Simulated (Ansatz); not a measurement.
# Calculations on C$_{2}$H$_{7}$BOSi

Part 1: Relaxation

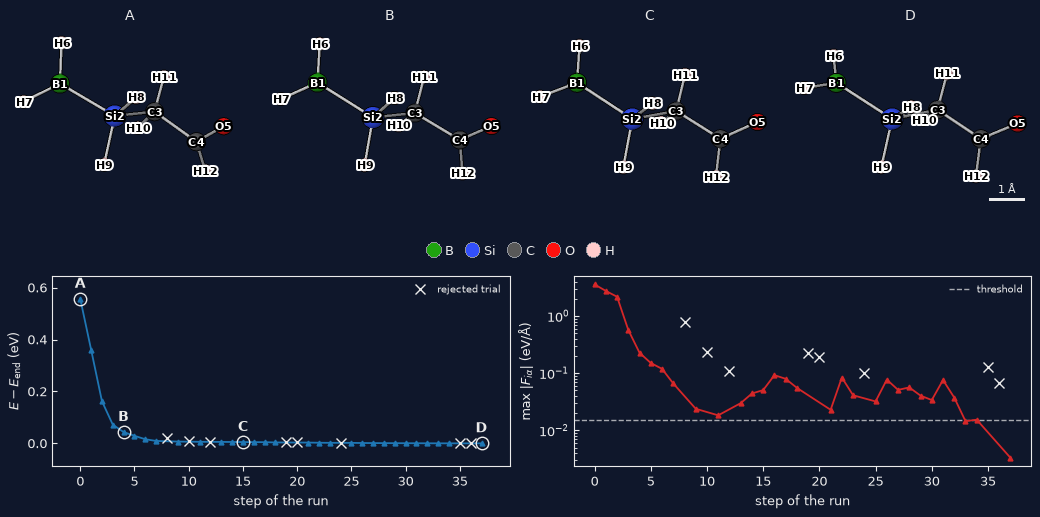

Frames of a relaxation of C2H7BOSi, marked on the history of the run. The picture is a ball-and-stick view, seen from a free direction.

The run prepares an end point of a later path (torsion) calculation, from a guessed geometry.

The calculation used Ansatz 0.2.0, RKS B3LYP-D4/STO-3G. Set-up: no spin polarisation; force threshold 0.015 eV/Å; at most 40 steps.

> Describe the path.

Over 29 accepted moves (37 points after the start) the energy falls by 0.557 eV. Largest force component: 3.6 eV/Å at the start, 0.0033 eV/Å at the end. The line search rejected the trial steps at points 8, 10, 12, 19, 20, 24, 35, 36 of the run. The forces were under the threshold at step 33, but the run went on from there. The largest move after the best rigid fit is that of H7, 0.81 Å. Largest moves by element: H 0.81 Å, O 0.56 Å, C 0.16 Å, Si 0.15 Å, B 0.11 Å. Among the contacts that change: B1–Si2 1.896 → 1.964 Å, B1–H6 1.241 → 1.174 Å, C4–H12 1.062 → 1.129 Å, Si2–H9 1.480 → 1.448 Å. Bond angles that change, for instance: C3–C4–H12 123.4° → 113.2°, C3–C4–O5 115.3° → 125.1°, C4–C3–H10 104.5° → 108.4°. Groups turn about B1–Si2 by about 50°, C3–C4 by about 40°. From step 0 to 4: O5 moves most (0.26 Å), energy −0.513 eV. From step 4 to 15: H12 moves most (0.49 Å), energy −0.039 eV. From step 15 to 37: H atoms move most (0.54 Å), energy −0.005 eV.

```json
{"step": "0", "E − E(0), eV": "0.0000", "largest force component, eV/Å": "3.5721", "note": ""}
{"step": "1", "E − E(0), eV": "-0.1957", "largest force component, eV/Å": "2.7493", "note": ""}
{"step": "2", "E − E(0), eV": "-0.3943", "largest force component, eV/Å": "2.1736", "note": ""}
{"step": "3", "E − E(0), eV": "-0.4847", "largest force component, eV/Å": "0.5705", "note": ""}
{"step": "4", "E − E(0), eV": "-0.5132", "largest force component, eV/Å": "0.2280", "note": ""}
{"step": "5", "E − E(0), eV": "-0.5277", "largest force component, eV/Å": "0.1512", "note": ""}
{"step": "6", "E − E(0), eV": "-0.5409", "largest force component, eV/Å": "0.1195", "note": ""}
{"step": "7", "E − E(0), eV": "-0.5474", "largest force component, eV/Å": "0.0663", "note": ""}
{"step": "8", "E − E(0), eV": "-0.5347", "largest force component, eV/Å": "0.7980", "note": "rejected"}
{"step": "9", "E − E(0), eV": "-0.5498", "largest force component, eV/Å": "0.0240", "note": ""}
{"step": "10", "E − E(0), eV": "-0.5478", "largest force component, eV/Å": "0.2394", "note": "rejected"}
{"step": "11", "E − E(0), eV": "-0.5507", "largest force component, eV/Å": "0.0184", "note": ""}
{"step": "13", "E − E(0), eV": "-0.5511", "largest force component, eV/Å": "0.0301", "note": ""}
{"step": "14", "E − E(0), eV": "-0.5513", "largest force component, eV/Å": "0.0443", "note": ""}
{"step": "16", "E − E(0), eV": "-0.5519", "largest force component, eV/Å": "0.0927", "note": ""}
{"step": "17", "E − E(0), eV": "-0.5521", "largest force component, eV/Å": "0.0799", "note": ""}
{"step": "19", "E − E(0), eV": "-0.5525", "largest force component, eV/Å": "0.2256", "note": "rejected"}
{"step": "20", "E − E(0), eV": "-0.5498", "largest force component, eV/Å": "0.1903", "note": "rejected"}
{"step": "21", "E − E(0), eV": "-0.5536", "largest force component, eV/Å": "0.0230", "note": ""}
{"step": "23", "E − E(0), eV": "-0.5546", "largest force component, eV/Å": "0.0412", "note": ""}
{"step": "24", "E − E(0), eV": "-0.5544", "largest force component, eV/Å": "0.1000", "note": "rejected"}
{"step": "26", "E − E(0), eV": "-0.5553", "largest force component, eV/Å": "0.0774", "note": ""}
{"step": "27", "E − E(0), eV": "-0.5556", "largest force component, eV/Å": "0.0512", "note": ""}
{"step": "28", "E − E(0), eV": "-0.5558", "largest force component, eV/Å": "0.0566", "note": ""}
{"step": "30", "E − E(0), eV": "-0.5561", "largest force component, eV/Å": "0.0340", "note": ""}
{"step": "31", "E − E(0), eV": "-0.5562", "largest force component, eV/Å": "0.0762", "note": ""}
{"step": "33", "E − E(0), eV": "-0.5565", "largest force component, eV/Å": "0.0145", "note": ""}
{"step": "34", "E − E(0), eV": "-0.5566", "largest force component, eV/Å": "0.0154", "note": ""}
{"step": "36", "E − E(0), eV": "-0.5564", "largest force component, eV/Å": "0.0684", "note": "rejected"}
{"step": "37", "E − E(0), eV": "-0.5566", "largest force component, eV/Å": "0.0033", "note": ""}
```

Limits of the set-up: STO-3G is a minimal basis, so the numbers are rough.

Part 2: Relaxation

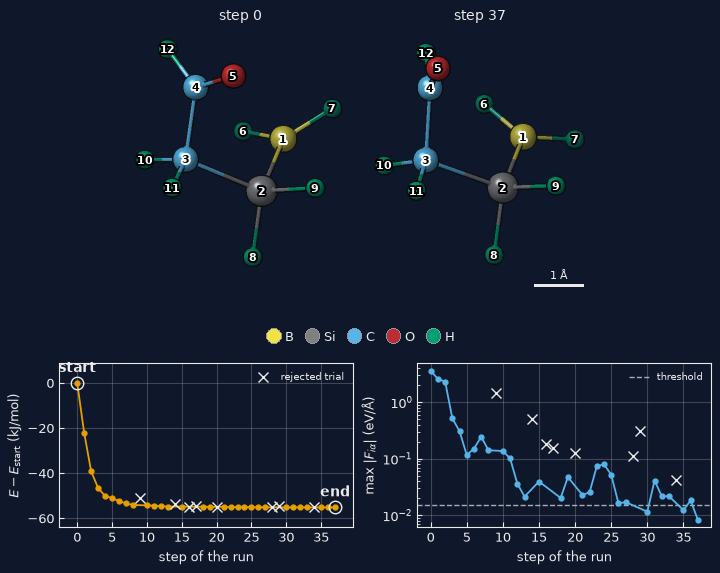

First and last geometry of a relaxation of C₂H₇BOSi, with the history of the run. The picture is a ball-and-stick view, seen from a free direction.

The run prepares an end point of a later path (torsion) calculation, from a guessed geometry.

The calculation used RKS B3LYP-D4/STO-3G (Ansatz). Settings: no spin polarisation; force threshold 0.015 eV/Å; at most 40 steps.

Read the history and describe the run.

Answer. It converged. The energy falls by 55.1 kJ/mol in 29 accepted moves (37 points after the start). Largest force component: 3.6 eV/Å at the start, 0.0083 eV/Å at the end. The line search rejected the trial steps at points 9, 14, 16, 17, 20, 28, 29, 34 of the run. The forces were under the threshold at step 30, but the run went on from there. H7 moves most after the best rigid fit: 0.84 Å. Largest moves by element: H 0.84 Å, O 0.81 Å, C 0.18 Å, B 0.13 Å, Si 0.08 Å. Among the contacts that change: B1–Si2 1.896 → 1.964 Å, B1–H6 1.241 → 1.174 Å, C4–H12 1.062 → 1.129 Å, Si2–H9 1.480 → 1.447 Å. Among the angles between lasting bonds that change: C3–C4–H12 123.4° → 113.1°, C3–C4–O5 115.3° → 125.2°, C4–C3–H10 104.6° → 108.4°. Groups turn about B1–Si2 by about 40°, C3–C4 by about 40°.

| step | E − E(0), kJ/mol | largest force component, eV/Å | note |
| --- | --- | --- | --- |
| 0 | 0.00 | 3.6374 |  |
| 1 | -22.12 | 2.5872 |  |
| 2 | -39.13 | 2.3335 |  |
| 3 | -46.54 | 0.5227 |  |
| 4 | -50.03 | 0.3075 |  |
| 5 | -51.03 | 0.1170 |  |
| 6 | -52.31 | 0.1524 |  |
| 7 | -53.34 | 0.2463 |  |
| 8 | -54.01 | 0.1423 |  |
| 9 | -50.79 | 1.4740 | rejected |
| 10 | -54.22 | 0.1375 |  |
| 11 | -54.36 | 0.1021 |  |
| 13 | -54.71 | 0.0215 |  |
| 14 | -53.60 | 0.5015 | rejected |
| 16 | -54.73 | 0.1840 | rejected |
| 17 | -54.52 | 0.1587 | rejected |
| 19 | -54.86 | 0.0477 |  |
| 20 | -54.86 | 0.1246 | rejected |
| 21 | -54.91 | 0.0231 |  |
| 23 | -54.96 | 0.0737 |  |
| 24 | -55.00 | 0.0806 |  |
| 26 | -55.04 | 0.0164 |  |
| 27 | -55.07 | 0.0172 |  |
| 28 | -55.04 | 0.1131 | rejected |
| 30 | -55.09 | 0.0117 |  |
| 31 | -55.10 | 0.0415 |  |
| 33 | -55.11 | 0.0219 |  |
| 34 | -55.10 | 0.0419 | rejected |
| 36 | -55.12 | 0.0184 |  |
| 37 | -55.12 | 0.0083 |  |

Limits of the set-up: STO-3G is a minimal basis, so the numbers are rough.

Part 3: Path

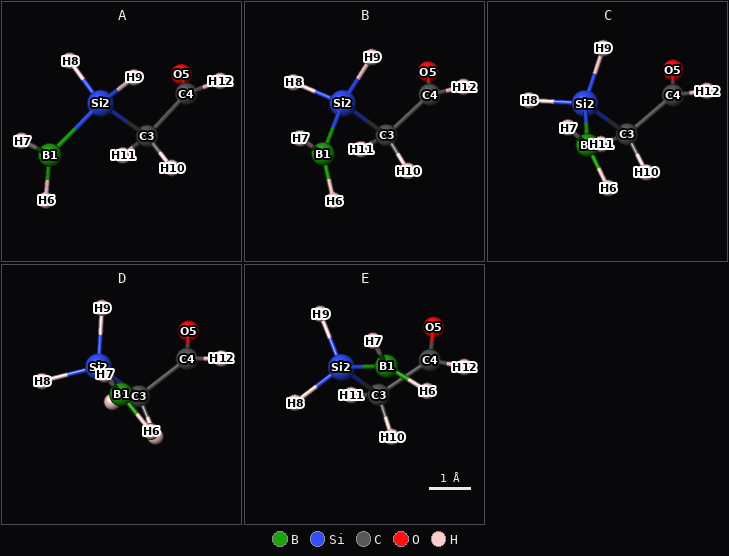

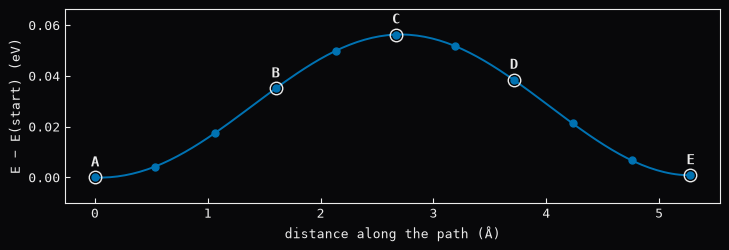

A nudged-elastic-band calculation for C₂H₇BOSi. Images are numbered from 0 (start) to 10 (end). Frames A to E are images 0, 3, 5, 7, 10. A ball-and-stick model, seen from a free direction.

Computed with RKS B3LYP-D4/STO-3G (Ansatz). Settings: 9 movable images; climbing image; force threshold 0.05 eV/Å; iteration limit 60; starting path by image-dependent pair potential.

**What happens along the path, and what is the barrier?**

The two ends have nearly the same energy, and the highest point, image 5, lies 0.056 eV above the start. The motion is a rotation about the Si2–C3 bond by about 120°. No bond forms or breaks between the ends. The band converged in 6 iterations. The largest component of the band force went from 1.1 to 0.037 eV/Å. The climbing image converged on the top of the path. Its vibrational analysis gives one imaginary mode (61i cm⁻¹), as a transition state must have.

Limits of the set-up: STO-3G is a minimal basis, so the numbers are rough.

Cost: 2.3 min on 1 thread of Arm Neoverse V1, with other jobs on the host, peak memory 0.1 GiB.
